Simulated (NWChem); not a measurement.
**C3H3NS (thiazole) at 6 levels**

We compute a comparison of 6 runs (HF/6-31G*, BLYP/6-31G*, PBE/6-31G*, SVWN5/6-31G*, MP2/6-31G*, CCSD/6-31G*) of C3H3NS (thiazole). 

The results are computed with NWChem 7.3.0.

1 further run of the same task is left out (set aside as unsound or not needed).

## Step 1: The structure to begin with

The species is C3H3NS (8 atoms), meant as a singlet with charge 0. SMILES: `c1cscn1`. The C1–H6 distance was set to 1.623 Å, away from the relaxed value. At this shape a bond of the SMILES string is far longer than usual.

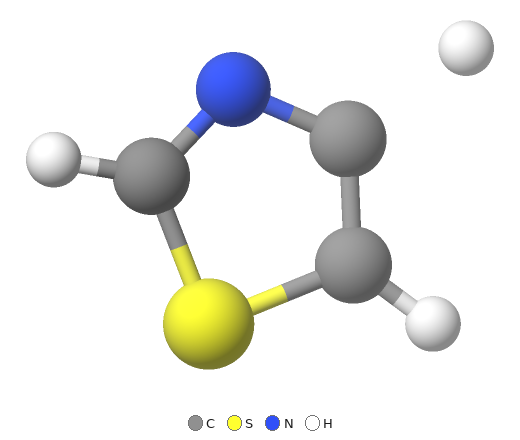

The structure, seen from a chosen angle (carbon grey, sulfur yellow, nitrogen blue, hydrogen white).

## Step 2: A single-point energy at HF/6-31G(d) (spherical functions) (run 1)

Contents of m1.nw:

```
start m1
memory stack 880 mb heap 220 mb global 1100 mb
charge 0

geometry units angstrom noautosym nocenter noautoz
 C    -0.136016    0.355340    0.207174
 C     1.176384    0.041140    0.029274
 S     1.297784   -1.421260   -0.837726
 C    -0.414516   -1.506660   -0.899526
 N    -1.032816   -0.525160   -0.321126
 H    -0.675700    1.673200    0.985500
 H     2.050184    0.582240    0.356174
 H    -0.913916   -2.330660   -1.391526
end

basis spherical bse
 * library 6-31G*
end

scf
 thresh 1e-08
 maxiter 80
 print low
end

task scf energy
```

Launch:

```
$ nwchem m1.nw > m1.out
```

The program printed:

```text
[...]
  functions       =    80
[...]
  wavefunction    = RHF
[...]
         Total SCF energy =   -567.191999145890
      One-electron energy =  -1184.306521755447
      Two-electron energy =    412.670439987376
 Nuclear repulsion energy =    204.444082622182
        Time for solution =     13.4s
 Task  times  cpu:       13.6s     wall:       13.6s
[...]
```

It took 14 s on 1 thread of Intel Xeon 6975P-C (Granite Rapids), shared host; peak memory 0.099 GiB.

## Step 3: The energy at BLYP/6-31G(d) (spherical functions) (run 2)

Contents of run.py:

```python
from ase import Atoms
from ase.calculators.nwchem import NWChem

system = Atoms(['C', 'C', 'S', 'C', 'N', 'H', 'H', 'H'], positions=[
    [-0.136016, 0.355340, 0.207174],
    [1.176384, 0.041140, 0.029274],
    [1.297784, -1.421260, -0.837726],
    [-0.414516, -1.506660, -0.899526],
    [-1.032816, -0.525160, -0.321126],
    [-0.675700, 1.673200, 0.985500],
    [2.050184, 0.582240, 0.356174],
    [-0.913916, -2.330660, -1.391526],
])

calc = NWChem(
    label='c3h3ns',
    theory='dft',
    memory='2200 mb',
    basis='6-31G*',
    basispar='spherical bse',
    dft={'xc': 'becke88 lyp', 'mult': '1', 'grid': 'xfine', 'convergence': 'energy 1e-08', 'iterations': '100', 'mulliken': None},
    task='energy',
)
system.calc = calc

e = system.get_potential_energy()
print(f"E = {e:.6f} eV")
print("dipole (e A):", system.get_dipole_moment().round(4))
```

Launch:

```
$ export ASE_NWCHEM_COMMAND="nwchem PREFIX.nwi > PREFIX.nwo"
$ python run.py
```

The program printed:

```text
E = -15480.129397 eV
dipole (e A): [ 0.3171 -0.0891 -0.0508]
```

The calculator wrote c3h3ns.nwi:

```
title "c3h3ns"

permanent_dir c3h3ns

scratch_dir c3h3ns

start c3h3ns

geometry units angstrom nocenter noautosym noautoz
  C  -1.3601600000000000e-01 3.5533999999999999e-01 2.0717400000000000e-01
  C  1.1763840000000001e+00 4.1140000000000003e-02 2.9274000000000001e-02
  S  1.2977840000000000e+00 -1.4212600000000000e+00 -8.3772599999999997e-01
  C  -4.1451600000000000e-01 -1.5066600000000001e+00 -8.9952600000000005e-01
  N  -1.0328160000000000e+00 -5.2515999999999996e-01 -3.2112600000000002e-01
  H  -6.7569999999999997e-01 1.6732000000000000e+00 9.8550000000000004e-01
  H  2.0501839999999998e+00 5.8223999999999998e-01 3.5617399999999999e-01
  H  -9.1391599999999995e-01 -2.3306600000000000e+00 -1.3915260000000000e+00
end

memory 2200 mb

basis spherical bse noprint
   * library 6-31G*
end

dft
  xc becke88 lyp
  mult 1
  grid xfine
  convergence energy 1e-08
  iterations 100
  mulliken
end

task dft energy
```

c3h3ns.nwo:

```text
Northwest Computational Chemistry Package (NWChem) 7.3.0
             --------------------------------------------------------

           Job information
           ---------------

    nwchem branch   = 7.3.0
    use scalapack   = T
    input           = c3h3ns.nwi
    prefix          = c3h3ns.
    data base       = c3h3ns/c3h3ns.db
    status          = startup
    nproc           =        1

           Memory information
           ------------------

    heap     =     72089598 doubles =      550.0 Mbytes
    stack    =     72089595 doubles =      550.0 Mbytes
    global   =    144179200 doubles =     1100.0 Mbytes (distinct from heap & stack)
    total    =    288358393 doubles =     2200.0 Mbytes
    verify   = yes
    hardfail = no

           Directory information
           ---------------------

  0 permanent = c3h3ns
  0 scratch   = c3h3ns

                                NWChem Input Module
                                -------------------

                                      c3h3ns
                                      ------

[... 92 lines left out ...]
  convergence criterion.
[... 17 lines left out ...]
          Convergence on energy requested:  1.00D-08
[... 1 line left out ...]
          Convergence on gradient requested:  5.00D-04
[... 21 lines left out ...]
          Convergence Information
[... 2 lines left out ...]
          total energy or number of iterations.
[... 27 lines left out ...]
 1-e energy   =   -1182.790429
[... 30 lines left out ...]
   convergence    iter        energy       DeltaE   RMS-Dens  Diis-err    time
[... 22 lines left out ...]
      One electron energy =    -1185.234338974439
[... 1 line left out ...]
    Exchange-Corr. energy =      -49.845141720860
[... 6 lines left out ...]
                       DFT Final Molecular Orbital Analysis
[... 574 lines left out ...]
     -------------------------------------------
      Total Density - Lowdin Population Analysis
     -------------------------------------------

    Atom       Charge   Shell Charges
 -----------   ------   -------------------------------------------------------
    1 C    6     6.06   1.99  0.54  1.75  0.44  1.23  0.11
    2 C    6     6.32   1.99  0.57  1.89  0.43  1.35  0.08
    3 S   16    15.64   2.00  1.99  5.89  1.04  2.74  0.54  1.33  0.11
[... 4 lines of this table left out ...]
    8 H    1     0.85   0.49  0.36

 center of mass
 --------------
 x =   0.77823835 y =  -1.47161908 z =  -0.87346253

 moments of inertia (a.u.)
 ------------------
         261.853607090312          51.465000438251          28.709800163332
          51.465000438251         349.299982850276        -114.751426291478
          28.709800163332        -114.751426291478         475.343546457824

     Multipole analysis of the density
     ---------------------------------

     L   x y z        total         alpha         beta         nuclear
     -   - - -        -----         -----         ----         -------
     0   0 0 0     -0.000000    -22.000000    -22.000000     44.000000

     1   1 0 0      0.599219    -16.472193    -16.472193     33.543604
[... 8 lines of this table left out ...]
     2   0 0 2    -26.665316    -49.226097    -49.226097     71.786878

 Task  times  cpu:       26.5s     wall:       26.5s
 Total times  cpu:       26.5s     wall:       26.5s
```

Run time: 28 s. Hardware: 1 thread of Intel Xeon 6975P-C (Granite Rapids), shared host; peak memory 0.14 GiB.

## Step 4: A single-point energy at PBE/6-31G(d) (spherical functions) (run 3)

Contents of run.py:

```python
from ase import Atoms
from ase.calculators.nwchem import NWChem

atoms = Atoms('CCSCNHHH', positions=[
    [-0.136016, 0.355340, 0.207174],
    [1.176384, 0.041140, 0.029274],
    [1.297784, -1.421260, -0.837726],
    [-0.414516, -1.506660, -0.899526],
    [-1.032816, -0.525160, -0.321126],
    [-0.675700, 1.673200, 0.985500],
    [2.050184, 0.582240, 0.356174],
    [-0.913916, -2.330660, -1.391526],
])

calc = NWChem(
    label='run',
    theory='dft',
    memory='2200 mb',
    basis='6-31G*',
    basispar='spherical bse',
    dft={'xc': 'xpbe96 cpbe96', 'mult': '1', 'grid': 'xfine', 'convergence': 'energy 1e-08', 'iterations': '100', 'mulliken': None},
    task='energy',
)
atoms.calc = calc

e = atoms.get_potential_energy()
print(f"E = {e:.6f} eV")
print("dipole (e A):", atoms.get_dipole_moment().round(4))
```

Launch:

```
$ export ASE_NWCHEM_COMMAND="nwchem PREFIX.nwi > PREFIX.nwo"
$ python run.py
```

The program printed:

```text
E = -15471.720747 eV
dipole (e A): [ 0.3118 -0.0755 -0.0427]
```

The calculator wrote run.nwi:

```
title "run"

permanent_dir run

scratch_dir run

start run

geometry units angstrom nocenter noautosym noautoz
  C  -1.3601600000000000e-01 3.5533999999999999e-01 2.0717400000000000e-01
  C  1.1763840000000001e+00 4.1140000000000003e-02 2.9274000000000001e-02
  S  1.2977840000000000e+00 -1.4212600000000000e+00 -8.3772599999999997e-01
  C  -4.1451600000000000e-01 -1.5066600000000001e+00 -8.9952600000000005e-01
  N  -1.0328160000000000e+00 -5.2515999999999996e-01 -3.2112600000000002e-01
  H  -6.7569999999999997e-01 1.6732000000000000e+00 9.8550000000000004e-01
  H  2.0501839999999998e+00 5.8223999999999998e-01 3.5617399999999999e-01
  H  -9.1391599999999995e-01 -2.3306600000000000e+00 -1.3915260000000000e+00
end

memory 2200 mb

basis spherical bse noprint
   * library 6-31G*
end

dft
  xc xpbe96 cpbe96
  mult 1
  grid xfine
  convergence energy 1e-08
  iterations 100
  mulliken
end

task dft energy
```

run.nwo:

```text
Northwest Computational Chemistry Package (NWChem) 7.3.0
             --------------------------------------------------------

           Job information
           ---------------

    nwchem branch   = 7.3.0
    use scalapack   = T
    input           = run.nwi
    prefix          = run.
    data base       = run/run.db
    status          = startup
    nproc           =        1

           Memory information
           ------------------

    heap     =     72089598 doubles =      550.0 Mbytes
    stack    =     72089595 doubles =      550.0 Mbytes
    global   =    144179200 doubles =     1100.0 Mbytes (distinct from heap & stack)
    total    =    288358393 doubles =     2200.0 Mbytes
    verify   = yes
    hardfail = no

           Directory information
           ---------------------

  0 permanent = run
  0 scratch   = run

                                NWChem Input Module
                                -------------------

                                        run
                                        ---

[... 94 lines left out ...]
  convergence criterion.
[... 17 lines left out ...]
          Convergence on energy requested:  1.00D-08
[... 1 line left out ...]
          Convergence on gradient requested:  5.00D-04
[... 22 lines left out ...]
          Convergence Information
[... 2 lines left out ...]
          total energy or number of iterations.
[... 27 lines left out ...]
 1-e energy   =   -1182.790429
[... 30 lines left out ...]
   convergence    iter        energy       DeltaE   RMS-Dens  Diis-err    time
[... 22 lines left out ...]
      One electron energy =    -1185.188556908413
[... 1 line left out ...]
    Exchange-Corr. energy =      -49.515924811616
[... 6 lines left out ...]
                       DFT Final Molecular Orbital Analysis
[... 574 lines left out ...]
     -------------------------------------------
      Total Density - Lowdin Population Analysis
     -------------------------------------------

    Atom       Charge   Shell Charges
 -----------   ------   -------------------------------------------------------
    1 C    6     6.07   1.99  0.54  1.74  0.44  1.25  0.11
    2 C    6     6.33   1.99  0.57  1.89  0.44  1.37  0.08
    3 S   16    15.63   2.00  1.99  5.89  1.03  2.74  0.55  1.33  0.11
[... 4 lines of this table left out ...]
    8 H    1     0.84   0.49  0.35

 center of mass
 --------------
 x =   0.77823835 y =  -1.47161908 z =  -0.87346253

 moments of inertia (a.u.)
 ------------------
         261.853607090312          51.465000438251          28.709800163332
          51.465000438251         349.299982850276        -114.751426291478
          28.709800163332        -114.751426291478         475.343546457824

     Multipole analysis of the density
     ---------------------------------

     L   x y z        total         alpha         beta         nuclear
     -   - - -        -----         -----         ----         -------
     0   0 0 0     -0.000000    -22.000000    -22.000000     44.000000

     1   1 0 0      0.589303    -16.477151    -16.477151     33.543604
[... 8 lines of this table left out ...]
     2   0 0 2    -26.671611    -49.229244    -49.229244     71.786878

 Task  times  cpu:       27.1s     wall:       27.1s
 Total times  cpu:       27.1s     wall:       27.1s
```

Run time: 28 s. Hardware: 1 thread of Intel Xeon 6975P-C (Granite Rapids), shared host; peak memory 0.14 GiB.

Runs 4 to 5 aren't shown in full; the table further down has their settings and results.

## Step 5: A single-point energy at CCSD/6-31G(d) (spherical functions) (run 6)

Contents of nw.nw:

```
start nw
memory stack 880 mb heap 220 mb global 1100 mb
geometry units angstrom noautosym nocenter noautoz
   C     -0.136016     0.355340     0.207174
   C      1.176384     0.041140     0.029274
   S      1.297784    -1.421260    -0.837726
   C     -0.414516    -1.506660    -0.899526
   N     -1.032816    -0.525160    -0.321126
   H     -0.675700     1.673200     0.985500
   H      2.050184     0.582240     0.356174
   H     -0.913916    -2.330660    -1.391526
end
basis "ao basis" spherical bse
   * library 6-31G*
end
scf
   nopen 0
   rhf
   thresh 1e-08
   maxiter 80
   print medium
end
ccsd
   freeze core 9
   maxiter 60
end
task ccsd
```

Launch:

```
$ nwchem nw.nw > nw.out
```

The program printed:

```text
[...]
  functions       =    80
[...]
  wavefunction    = RHF
[...]
         Total SCF energy =   -567.191999145890
      One-electron energy =  -1184.306521755447
      Two-electron energy =    412.670439987376
 Nuclear repulsion energy =    204.444082622182
        Time for solution =     13.4s
[...]
 Total MP2 energy:           -567.866619904108802
[...]
             energy      energy      error      ampl     ampl      Block
                                                time     time      time
[...]
 Total CCSD energy:           -567.896577685390525
[...]
```

Wall time 71 s (1 thread of Intel Xeon 6975P-C (Granite Rapids), shared host); peak memory 0.2 GiB.

## Step 6: Overview of the runs

| run | level | iteration cap | module | energy (Eh) | wall time |
| --- | --- | --- | --- | --- | --- |
| 1 | HF/6-31G* (spherical functions) | 80 | scf | -567.191999 | 14 s |
| 2 | BLYP/6-31G* (spherical functions) | 100 | dft | -568.884267 | 28 s |
| 3 | PBE/6-31G* (spherical functions) | 100 | dft | -568.575255 | 28 s |
| 4 | SVWN5/6-31G* (spherical functions) | 100 | dft | -566.085987 | 14 s |
| 5 | MP2/6-31G* (spherical functions) | 80 | mp2 | -567.866620 | 16 s |
| 6 | CCSD/6-31G* (spherical functions) | 80 | ccsd | -567.896578 | 71 s |

## Step 7: Summary of results

| quantity | value |
| --- | --- |
| run 6: total energy | -567.89658 Eh |
| run 6: HOMO energy (Hartree–Fock orbitals) | -9.48 eV |
| run 6: LUMO energy (Hartree–Fock orbitals) | 3.13 eV |
| run 6: HOMO–LUMO gap (Hartree–Fock orbitals) | 12.60 eV |
| run 6: correlation energy (9 core orbitals frozen) | -704.6 mEh |

Below the HF energy at the same shape and in the same basis (6-31G*): MP2 -674.6 mEh; CCSD -704.6 mEh. Over runs 2, 3, 4 the dipole moment (its size) runs from 1.54 D (SVWN5/6-31G*) to 1.60 D (BLYP/6-31G*). Over runs 2, 3, 4 the HOMO–LUMO gap runs from 4.61 eV (BLYP/6-31G*) to 4.66 eV (PBE/6-31G*). Totals of different functionals can't be ranked against each other. All runs together took 2.9 min, the longest 71 s.
